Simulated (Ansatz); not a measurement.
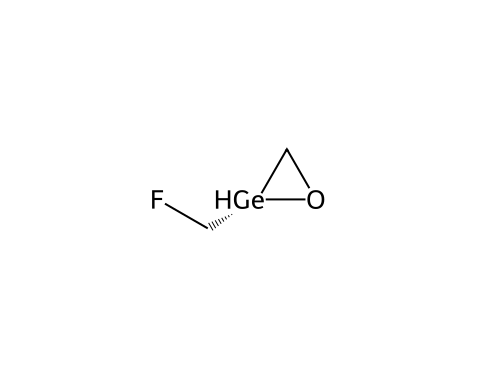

(Drawn from a calculation with Ansatz.)

2D structure.

**Transcribe the drawing into SMILES.**

F[CH2][Ge@@H]1[CH2][O]1

**What is the molecular formula?**

C2H5FGeO.

**An optimisation with PBE0-D4/def2-TZVP gave a structure of which point group?**

C1.
